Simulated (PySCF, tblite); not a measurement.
**C5H7FO: geometry, infrared bands and NMR shifts**

Aim: predict the infrared bands and NMR shifts of C5H7FO (`C=C1COC[C@H]1F`).

Programs: tblite 0.8.0 and PySCF 2.14.0, with density-fitted response routines of our own. Each step states its level of theory. These are calculated values for one molecule in the gas phase, unless marked as measured. Atoms count from 0, in the outputs and in this text.

### Step 1. The starting structure

14 atoms, charge 0, multiplicity 1; geometry from: force field or distance geometry start.

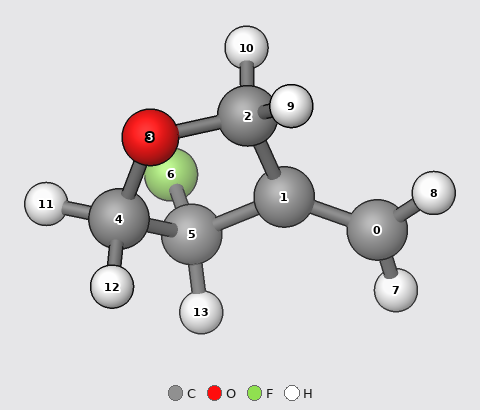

As it starts; carbon grey, oxygen red, fluorine green, hydrogen white, atoms numbered.

### Step 2. Optimising the geometry with GFN2-xTB

The job: settings as JSON, then the geometry in Å.

```
{"job": {"kind": "relax", "xc": "GFN2-xTB", "basis": "xTB"}, "charge": 0, "multiplicity": 1}
C      1.969700     0.178400     0.375900
C      0.680000     0.151400     0.006200
C     -0.248200     1.302300    -0.188900
O     -1.530200     0.847300     0.068400
C     -1.499200    -0.537700     0.244800
C     -0.177100    -1.053700    -0.286700
F     -0.203800    -1.261800    -1.663200
H      2.555300    -0.719700     0.502000
H      2.403400     1.156900     0.549100
H     -0.024300     2.166100     0.446800
H     -0.192300     1.532200    -1.298000
H     -2.293500    -1.017900    -0.349600
H     -1.641900    -0.830400     1.301800
H      0.201500    -1.913800     0.269400
```

Started as:

```sh
> OMP_NUM_THREADS=1 python probes_run.py task.json out
```

The driver reads the jobs from task.json and runs them one after another.

Log:

```text
step      E/eV     max force
  0    -626.71163    1.621
  1    -626.80785    1.442
  2    -626.85163    0.551
  3    -626.87820    0.403
  4    -626.90407    0.300
  5    -626.91013    0.215
  6    -626.91788    0.135
  7    -626.91977    0.088
  8    -626.92100    0.080
  9    -626.92189    0.093
 10    -626.92289    0.077
 11    -626.92384    0.070
 12    -626.92490    0.078
 13    -626.92614    0.110
 14    -626.92768    0.120
 15    -626.92929    0.132
 16    -626.93061    0.104
 17    -626.93158    0.080
 18    -626.93244    0.078
 19    -626.93335    0.070
 20    -626.93432    0.077
 21    -626.93522    0.076
 22    -626.93603    0.078
 23    -626.93692    0.079
 24    -626.93812    0.100
 25    -626.93976    0.126
 26    -626.94176    0.145
 27    -626.94401    0.152
 28    -626.94648    0.138
 29    -626.94909    0.125
 30    -626.95190    0.124
 31    -626.95472    0.129
 32    -626.95681    0.096
 33    -626.95804    0.091
 34    -626.95906    0.078
 35    -626.95966    0.117
 36    -626.96073    0.101
 37    -626.96134    0.069
 38    -626.96206    0.048
 39    -626.96258    0.066
 40    -626.96333    0.080
 41    -626.96393    0.062
 42    -626.96441    0.059
 43    -626.96477    0.058
 44    -626.96520    0.049
 45    -626.96552    0.074
 46    -626.96586    0.067
 47    -626.96622    0.071
 48    -626.96695    0.116
 49    -626.96746    0.076
 50    -626.96833    0.084
 51    -626.96981    0.149
 52    -626.97123    0.202
 53    -626.97299    0.220
 54    -626.97681    0.125
 55    -626.98155    0.188
 56    -626.98606    0.191
 57    -626.98994    0.254
 58    -626.99398    0.173
 59    -626.99831    0.179
 60    -627.00258    0.242
 61    -627.00781    0.216
 62    -627.01303    0.163
 63    -627.01721    0.136
 64    -627.01830    0.156
 65    -627.02018    0.117
 66    -627.02125    0.110
 67    -627.02275    0.085
 68    -627.02482    0.074
 69    -627.02575    0.074
 70    -627.02676    0.076
 71    -627.02748    0.089
 72    -627.02848    0.088
 73    -627.02930    0.083
 74    -627.02985    0.071
 75    -627.03023    0.062
 76    -627.03068    0.062
 77    -627.03127    0.057
 78    -627.03187    0.053
 79    -627.03229    0.038
 80    -627.03253    0.034
 81    -627.03271    0.039
 82    -627.03295    0.040
 83    -627.03324    0.040
 84    -627.03354    0.043
 85    -627.03379    0.042
 86    -627.03403    0.040
 87    -627.03429    0.048
 88    -627.03461    0.056
 89    -627.03493    0.048
 90    -627.03517    0.032
 91    -627.03531    0.023
 92    -627.03541    0.024
 93    -627.03548    0.018
 94    -627.03553    0.013
 95    -627.03555    0.011
 96    -627.03557    0.010
 97    -627.03558    0.008
```

Run time: 0.74 s. Hardware: 1 thread of Arm Neoverse N1, shared host; peak memory 0.18 GiB.

Relaxation path: (not every step is listed)

```
step  energy from step 0 (eV)  largest force (eV/Å)
   0                   0.0000                1.6213
   1                  -0.0962                1.4417
   2                  -0.1400                0.5512
   3                  -0.1666                0.4029
   4                  -0.1924                0.2999
   5                  -0.1985                0.2155
   6                  -0.2062                0.1346
   7                  -0.2081                0.0877
   8                  -0.2094                0.0797
  16                  -0.2190                0.1038
  24                  -0.2265                0.1001
  32                  -0.2452                0.0962
  40                  -0.2517                0.0802
  48                  -0.2553                0.1155
  56                  -0.2744                0.1911
  64                  -0.3067                0.1564
  72                  -0.3168                0.0883
  80                  -0.3209                0.0343
  88                  -0.3230                0.0564
  92                  -0.3238                0.0237
  93                  -0.3238                0.0183
  94                  -0.3239                0.0134
  95                  -0.3239                0.0114
  96                  -0.3239                0.0102
  97                  -0.3239                0.0081
```

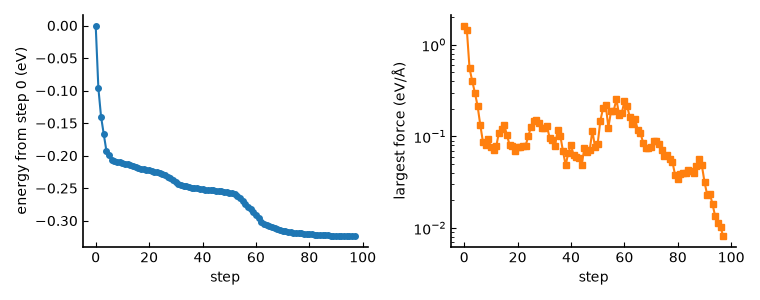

Energy and largest force along the relaxation.

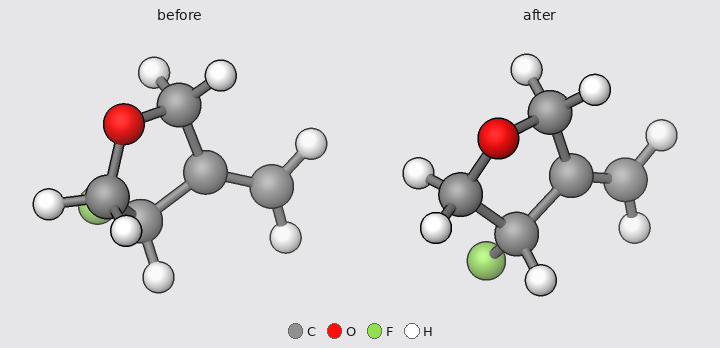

Before and after, at one scale.

Distances of close pairs at the start and the end, largest changes first:

```
  bond  before (Å)  after (Å)  change (Å)
C2–H10       1.134      1.102      -0.033
 C2–O3       1.384      1.415      +0.031
 C0–C1       1.342      1.319      -0.023
 C4–C5       1.515      1.536      +0.021
C4–H12       1.106      1.089      -0.017
 C5–F6       1.392      1.377      -0.015
 C1–C2       1.491      1.506      +0.015
 O3–C4       1.397      1.408      +0.011
```

The next job starts from the end point, and lists it.

### Step 3. Vibrational analysis with GFN2-xTB

The job: settings as JSON, then the geometry in Å.

```
{"job": {"kind": "ir", "xc": "GFN2-xTB", "basis": "xTB"}, "charge": 0, "multiplicity": 1}
C      2.009596     0.215995    -0.062262
C      0.696079     0.169338     0.047999
C     -0.268054     1.325563     0.089997
O     -1.518352     0.785056     0.473582
C     -1.572156    -0.533627    -0.016548
C     -0.144623    -1.084215     0.120315
F      0.151529    -1.970026    -0.891770
H      2.598288    -0.683530    -0.106531
H      2.536762     1.151688    -0.128215
H      0.005888     2.091953     0.816968
H     -0.340973     1.789406    -0.906448
H     -1.849314    -0.551082    -1.081521
H     -2.316990    -1.077555     0.563088
H      0.011644    -1.629436     1.059180
```

Log:

```text
mode    cm-1     km/mol
  1      61.9      0.86
  2     195.9     14.06
  3     243.8      7.39
  4     334.5      0.77
  5     402.0      8.74
  6     534.0      3.20
  7     554.8      2.55
  8     655.9      5.87
  9     700.0      2.26
 10     835.1      3.64
 11     905.3     19.68
 12     924.1      5.51
 13     964.6      4.80
 14     992.8     22.09
 15    1002.2     35.60
 16    1055.5      1.63
 17    1072.6     92.00
 18    1100.6     37.86
 19    1145.2      1.46
 20    1200.1      5.81
 21    1221.6      1.24
 22    1226.9     11.65
 23    1256.2      6.19
 24    1276.7     10.98
 25    1312.0      2.88
 26    1399.4      1.21
 27    1449.9      2.96
 28    1465.3      1.55
 29    1744.4      7.66
 30    2845.7     38.05
 31    2876.4     34.84
 32    2912.9     39.99
 33    2979.8     17.60
 34    3010.0     23.30
 35    3114.0      8.59
 36    3143.1     19.19
```

Wall time 0.52 s (1 thread of Arm Neoverse N1, shared host); peak memory 0.18 GiB.

Which atoms move in the most intense modes:

```
cm⁻¹  km/mol                                 atoms
 993    22.1   C2 26 %, H9 22 %, H10 14 %, O3 10 %
1002    35.6  C5 16 %, C4 14 %, H13 12 %, H12 11 %
1073    92.0            C5 44 %, F6 21 %, H13 11 %
1101    37.9             O3 39 %, C4 23 %, C2 22 %
2846    38.0                              H10 92 %
2876    34.8                              H11 90 %
2913    40.0                              H13 90 %
3010    23.3                              H12 93 %
```

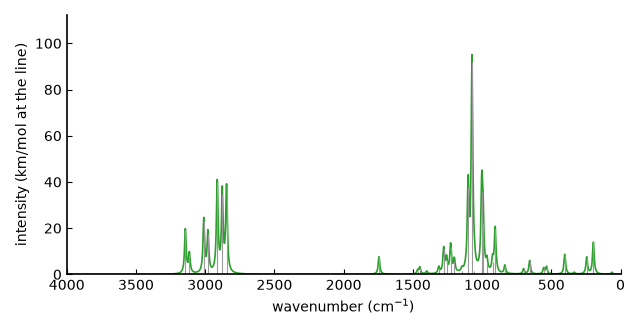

The infrared spectrum from these modes, unscaled. Lines are broadened to a width of 14 cm⁻¹ (Lorentzian).

### Step 4. Nuclear shieldings: PBE0/pcSseg-1

Settings changed since step 3:

```diff
@@ -1,2 +1,2 @@
-{"job": {"kind": "ir", "xc": "GFN2-xTB", "basis": "xTB"}, "charge": 0, "multiplicity": 1}
+{"job": {"kind": "nmr", "xc": "PBE0", "basis": "pcSseg-1"}, "charge": 0, "multiplicity": 1}
 C      2.009596     0.215995    -0.062262
```

Level: GIAO PBE0/pcSseg-1 NMR shielding, non-relativistic, gas phase.

Log:

```text
coarse grid: 11944 points
cycle   1  E = -369.1756345536  dE =  1.038e+00  |g| = 6.830e-01  |ddm| = 3.387e+00
cycle   2  E = -369.0954163199  dE =  8.022e-02  |g| = 9.810e-01  |ddm| = 1.366e+00
cycle   3  E = -369.2569967008  dE = -1.616e-01  |g| = 9.107e-02  |ddm| = 8.745e-01
cycle   4  E = -369.2584964381  dE = -1.500e-03  |g| = 4.383e-02  |ddm| = 1.087e-01
cycle   5  E = -369.2589237686  dE = -4.273e-04  |g| = 1.281e-02  |ddm| = 4.345e-02
cycle   6  E = -369.2589581565  dE = -3.439e-05  |g| = 4.203e-03  |ddm| = 1.236e-02
cycle   7  E = -369.2589623763  dE = -4.220e-06  |g| = 6.762e-04  |ddm| = 3.758e-03
final grid: 116456 points
cycle   8  E = -369.3187983655  dE = -3.083e-05  |g| = 1.140e-02  |ddm| = 2.976e-02
cycle   9  E = -369.3187730963  dE =  2.527e-05  |g| = 1.669e-02  |ddm| = 2.058e-02
cycle  10  E = -369.3188229868  dE = -4.989e-05  |g| = 1.328e-03  |ddm| = 1.269e-02
cycle  11  E = -369.3188233658  dE = -3.790e-07  |g| = 2.311e-04  |ddm| = 1.183e-03
cycle  12  E = -369.3188233728  dE = -7.028e-09  |g| = 1.637e-04  |ddm| = 3.097e-04
cycle  13  E = -369.3188233793  dE = -6.494e-09  |g| = 2.256e-05  |ddm| = 1.510e-04
cycle  14  E = -369.3188233794  dE = -8.095e-11  |g| = 1.070e-05  |ddm| = 2.588e-05
converged SCF energy = -369.3188233794

GIAO shielding tensors (ppm)
atom      isotropic    diamagn.    paramagn.     s11        s22        s33       span
  0 C       70.397     251.042    -180.646    -41.885     78.074    175.001    216.886
  1 C       28.811     264.718    -235.907    -79.941     39.449    126.927    206.868
  2 C      111.804     243.415    -131.611     77.472    100.440    157.499     80.027
  3 O      299.794     395.120     -95.326    213.018    315.713    370.651    157.633
  4 C      110.123     246.763    -136.640     73.703    101.424    155.242     81.539
  5 C       91.308     242.342    -151.034     57.206     84.265    132.454     75.248
  6 F      385.505     472.371     -86.866    358.681    390.360    407.474     48.792
  7 H       25.800      30.160      -4.360     22.555     24.497     30.349      7.794
  8 H       26.067      30.071      -4.003     23.263     24.882     30.057      6.795
  9 H       27.074      28.821      -1.747     23.005     26.478     31.739      8.734
 10 H       26.982      28.948      -1.967     22.683     26.764     31.499      8.816
 11 H       27.844      29.194      -1.350     23.728     27.449     32.355      8.627
 12 H       27.198      28.265      -1.067     23.597     26.193     31.804      8.206
 13 H       26.127      29.725      -3.597     23.783     25.588     29.011      5.229
```

Run time: 31 s. Hardware: 1 thread of Arm Neoverse N1, shared host; peak memory 0.72 GiB.

The references, computed at this level on geometries of the same kind, shield at (ppm): 1H TMS 31.72, 13C TMS 186.9, 19F CFCl3 170.9, 17O H2O 336.1. Their shielding less the atom's gives the shift. The references are single molecules in the gas phase, so shifts against H2O, NH3, PH3, H3PO4 or CFCl3 are not on the usual liquid scales and can be off by tens of ppm.

```
atoms                                 environment  σ (ppm)  δ (ppm)  δ scaled to CDCl3
   C1             fully substituted alkene carbon     28.8    158.1              152.4
   C0                        terminal =CH2 carbon     70.4    116.5              111.8
   C5                  allylic sp3 CH bonded to F     91.3     95.6               91.4
   C4                         sp3 CH2 bonded to O    110.1     76.8               73.0
   C2                 allylic sp3 CH2 bonded to O    111.8     75.1               71.4
   H7          hydrogen on a terminal =CH2 carbon    25.80     5.92               5.68
   H8          hydrogen on a terminal =CH2 carbon    26.07     5.65               5.43
  H13   hydrogen on an allylic sp3 CH bonded to F    26.13     5.59               5.38
  H10  hydrogen on an allylic sp3 CH2 bonded to O    26.98     4.74               4.57
   H9  hydrogen on an allylic sp3 CH2 bonded to O    27.07     4.64               4.48
  H12          hydrogen on an sp3 CH2 bonded to O    27.20     4.52               4.37
  H11          hydrogen on an sp3 CH2 bonded to O    27.84     3.87               3.76
   O3                                ether oxygen    299.8     36.3                  –
   F6                   fluorine on an sp3 carbon    385.5   -214.6                  –
```

The scaled column applies a straight-line fit of computed shieldings to shifts measured in CDCl3, and one for carbons that bear F (root-mean-square error 0.16 ppm for H, 1.9 ppm for C).

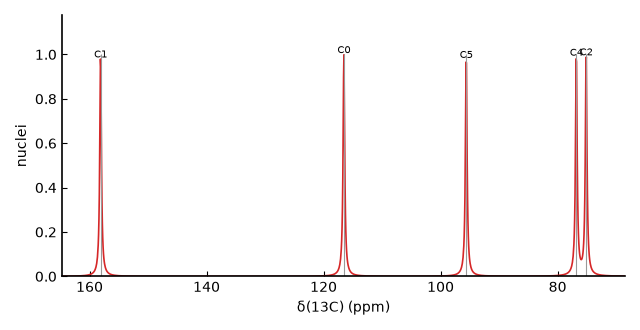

13C lines at the computed shifts, without couplings. Lines are broadened to a width of 0.33 ppm (Lorentzian).

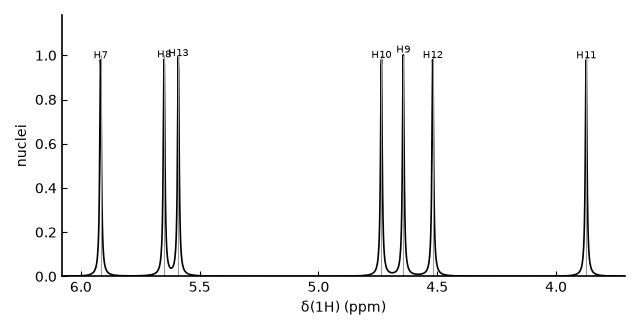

1H lines at the computed shifts, without couplings. Lines are broadened to a width of 0.01 ppm (Lorentzian).

Charges from the same density, by scheme (e):

```
atoms  Mulliken    IAO  Hirshfeld  ESP fit
   C0     -0.02  -0.32      -0.10    -0.63
   C1     -0.50  -0.02      -0.01     0.17
   C2      0.21  -0.07       0.00     0.02
   O3     -0.51  -0.40      -0.15    -0.38
   C4      0.09  -0.07      -0.01    -0.01
   C5      0.23   0.15       0.06     0.21
   F6     -0.33  -0.32      -0.12    -0.27
```

ESP fit charges:

C0 -0.63; C1 0.17; C2 0.02; O3 -0.38; C4 -0.01; C5 0.21; F6 -0.27; H7 0.24; H8 0.22; H9 0.10; H10 0.08; H11 0.09; H12 0.10; H13 0.06

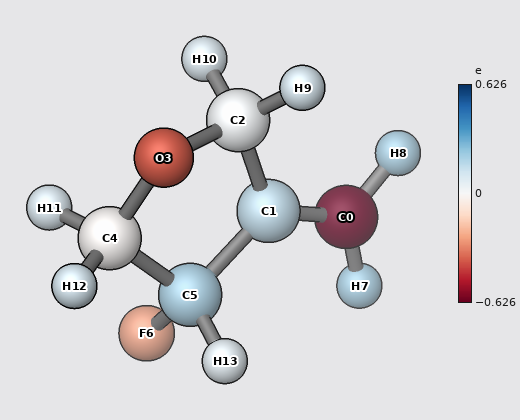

ESP fit charges, as colours on the atoms.

Mayer bond orders: C0–C1 2.00, C1–C2 0.99, C2–O3 0.92, O3–C4 0.94, C4–C5 1.02, C5–F6 0.90, C5–C1 0.98.

Ring of atoms C1, C2, O3, C4, C5: NICS(0) -4.2, NICS(1) -3.0, NICS(1)zz -4.0 ppm (means of both faces).

### Step 5. Results

| quantity | value |
| --- | --- |
| strongest single infrared mode (GFN2-xTB) | 1073 cm⁻¹, 92 km/mol |
| zero-point energy (GFN2-xTB) | 68.8 kcal/mol |
| 13C shifts against TMS (PBE0/pcSseg-1) | 158.1, 116.5, 95.6, 76.8, 75.1 ppm |
| 1H shifts against TMS (PBE0/pcSseg-1) | 5.92, 5.65, 5.59, 4.74, 4.64, 4.52, 3.87 ppm |
| 17O shifts against H2O (PBE0/pcSseg-1) | 36.3 ppm |
| 19F shifts against CFCl3 (PBE0/pcSseg-1) | -214.6 ppm |

In words: Over 97 steps the energy fell by 0.324 eV; of the close pairs, C2–H10 changed most, 1.134 to 1.102 Å. No mode is imaginary among the 36: a minimum at this level. The strongest single mode, at 1073 cm⁻¹, is carried by C5, F6, H13. Unscaled tight-binding wavenumbers are off by several per cent, some by more. Its intensities can rank the bands wrongly. C1 (fully substituted alkene carbon) lies farthest downfield among carbon, at 158.1 ppm; an sp2 carbon of a C=C bond.
